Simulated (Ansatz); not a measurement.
# CdSe, response to strain

Take CdSe in the zinc blende structure (space group F-43m, No. 216; a = 6.196 Å) as the base.

Strains are applied to the cell and any free atomic positions relax.

Computed with PBE (Ansatz, a quantum-chemistry and plane-wave program; PAW; 420 eV plane waves; no spin-orbit coupling).

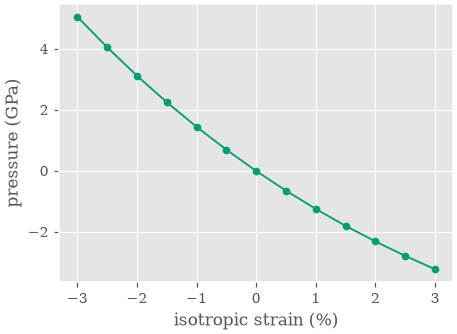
*Pressure against isotropic strain*

```json
[
 {"isotropic strain (%)": "-3", "pressure": "5.05 GPa"},
 {"isotropic strain (%)": "-2.5", "pressure": "4.05 GPa"},
 {"isotropic strain (%)": "-2", "pressure": "3.11 GPa"},
 {"isotropic strain (%)": "-1.5", "pressure": "2.24 GPa"},
 {"isotropic strain (%)": "-1", "pressure": "1.44 GPa"},
 {"isotropic strain (%)": "-0.5", "pressure": "0.69 GPa"},
 {"isotropic strain (%)": "0.5", "pressure": "-0.66 GPa"},
 {"isotropic strain (%)": "1", "pressure": "-1.25 GPa"},
 {"isotropic strain (%)": "1.5", "pressure": "-1.81 GPa"},
 {"isotropic strain (%)": "2", "pressure": "-2.32 GPa"},
 {"isotropic strain (%)": "2.5", "pressure": "-2.79 GPa"},
 {"isotropic strain (%)": "3", "pressure": "-3.23 GPa"}
]
```

Whether these cells are dynamically stable was not tested.
